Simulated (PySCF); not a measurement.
**One shape, several levels: CH5FNOTa (SMILES [CH3][Ta]([NH2])(=[O])[F])**

Wanted: a comparison of 4 runs (BHLYP/def2-SVP, CAM-B3LYP/def2-SVP, M06-2X/def2-SVP, wB97X/def2-SVP) of CH5FNOTa. The job is set up through a Python script.

Program for the calculation: PySCF 2.14.0.

## (1) The system as given

CH5FNOTa: 10 atoms, total charge 0, spin state singlet. SMILES: `[CH3][Ta]([NH2])(=[O])[F]`. Geometry: relaxed at PBE0-D4/def2-TZVP. This is one conformer, not always the lowest.

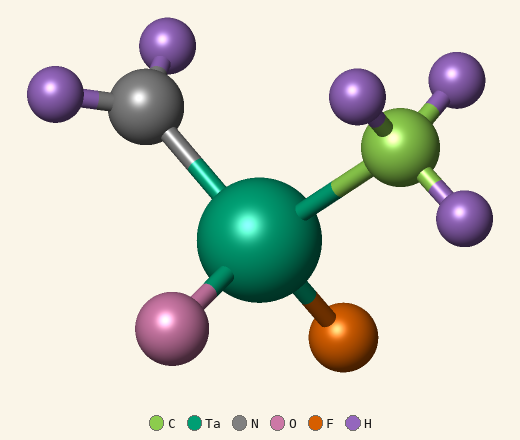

Viewed from a chosen angle; carbon green, tantalum teal, nitrogen grey, oxygen pink, fluorine orange, hydrogen purple.

## (2) The energy at BHLYP/def2-SVP (core potential) (run 1)

job.py

```python
# [CH3][Ta]([NH2])(=[O])[F]
from pyscf import gto, dft

molecule = gto.M(
    atom='''
C   -1.086000  -0.037800   1.132200
Ta   0.203100   0.669200  -0.449700
N    1.291800  -0.865700  -1.022800
O    1.277600   1.767100   0.313200
F   -0.876400   1.466700  -1.781900
H   -1.694500   0.794900   1.503400
H   -0.508700  -0.424700   1.975700
H   -1.761300  -0.826600   0.784500
H    2.282200  -0.966600  -0.856200
H    0.955300  -1.627600  -1.595600
''',
    basis='def2-svp',
    max_memory=1860,
    verbose=3,
    ecp={'Ta': 'def2-svp'},
    charge=0,
)

mf = dft.RKS(molecule)
mf.xc = 'bhandhlyp'
mf.grids.level = 5
mf.conv_tol = 1e-10
mf.kernel()
if not mf.converged:
    mf = mf.newton().run(mf.mo_coeff, mf.mo_occ)

e_tot = mf.e_tot
print('E = %.10f Eh' % e_tot)
```

On the command line:

```
OMP_NUM_THREADS=1 python job.py
```

Log:

```text
converged SCF energy = -327.654587211197
E = -327.6545872112 Eh
```

Run time: 83 s. Hardware: 1 thread of Intel Xeon at 2.50GHz (Skylake/Cascade Lake), shared host; peak memory 0.61 GiB.

## (3) The energy at CAM-B3LYP/def2-SVP (core potential) (run 2)

start.xyz

```xyz
10

C     -1.086000    -0.037800     1.132200
Ta     0.203100     0.669200    -0.449700
N      1.291800    -0.865700    -1.022800
O      1.277600     1.767100     0.313200
F     -0.876400     1.466700    -1.781900
H     -1.694500     0.794900     1.503400
H     -0.508700    -0.424700     1.975700
H     -1.761300    -0.826600     0.784500
H      2.282200    -0.966600    -0.856200
H      0.955300    -1.627600    -1.595600
```

input.py

```python
# [CH3][Ta]([NH2])(=[O])[F]
from pyscf import gto, dft

system = gto.M(
    atom='start.xyz',
    ecp={'Ta': 'def2-svp'},
    verbose=3,
    max_memory=1860,
    basis='def2-svp',
)

ks = dft.RKS(system)
ks.xc = 'cam-b3lyp'
ks.conv_tol = 1e-10
ks.grids.level = 5
ks.kernel()
if not ks.converged:
    ks = ks.newton().run(ks.mo_coeff, ks.mo_occ)

energy = ks.e_tot
print('E = %.10f Eh' % energy)
```

On the command line:

```
OMP_NUM_THREADS=1 python input.py
```

Log:

```text
converged SCF energy = -327.778816890435
E = -327.7788168904 Eh
```

It took 2.4 min on 1 thread of Intel Xeon at 2.50GHz (Skylake/Cascade Lake), shared host; peak memory 0.61 GiB.

Run 3 isn't shown in full; the table further down has it.

## (4) The energy at wB97X/def2-SVP (core potential) (run 4)

run.py

```python
from pyscf import gto, dft

system = gto.M(
    atom='''
C       -1.086000      -0.037800       1.132200
Ta       0.203100       0.669200      -0.449700
N        1.291800      -0.865700      -1.022800
O        1.277600       1.767100       0.313200
F       -0.876400       1.466700      -1.781900
H       -1.694500       0.794900       1.503400
H       -0.508700      -0.424700       1.975700
H       -1.761300      -0.826600       0.784500
H        2.282200      -0.966600      -0.856200
H        0.955300      -1.627600      -1.595600
''',
    spin=0,
    max_memory=1860,
    basis='def2-svp',
    ecp={'Ta': 'def2-svp'},
    verbose=3,
)

mf = dft.RKS(system)
mf.xc = 'wb97x'
mf.grids.level = 5
mf.conv_tol = 1e-10
mf.kernel()
if not mf.converged:
    mf = mf.newton().run(mf.mo_coeff, mf.mo_occ)

e_tot = mf.e_tot
print('E = %.10f Eh' % e_tot)
```

On the command line:

```
OMP_NUM_THREADS=1 python run.py
```

Log:

```text
converged SCF energy = -327.868742926973
E = -327.8687429270 Eh
```

Wall time 2.5 min (1 thread of Intel Xeon at 2.50GHz (Skylake/Cascade Lake), shared host); peak memory 0.62 GiB.

## (5) All runs side by side

```
run                                level  energy (Eh)  dipole moment (D)  HOMO energy (eV)  LUMO energy (eV)  wall time
  1      BHLYP/def2-SVP (core potential)  -327.654587               4.01             -9.56             -0.07       83 s
  2  CAM-B3LYP/def2-SVP (core potential)  -327.778817               3.88             -9.64              0.11    2.4 min
  3     M06-2X/def2-SVP (core potential)  -327.693177               3.92             -9.54             -0.09    2.5 min
  4      wB97X/def2-SVP (core potential)  -327.868743               3.86            -10.71              1.16    2.5 min
```

## (6) Outcome

| quantity | value |
| --- | --- |
| run 4: total energy | -327.86874 Eh |
| run 4: dipole moment | 3.86 D |
| run 4: HOMO energy | -10.71 eV |
| run 4: LUMO energy | 1.16 eV |
| run 4: HOMO–LUMO gap | 11.87 eV |

The dipole moment (its size) runs from 3.86 D (wB97X/def2-SVP) to 4.01 D (BHLYP/def2-SVP). The HOMO–LUMO gap runs from 9.45 eV (M06-2X/def2-SVP) to 11.87 eV (wB97X/def2-SVP). Totals of different functionals can't be ranked against each other. All runs together took 8.8 min, the longest 2.5 min.
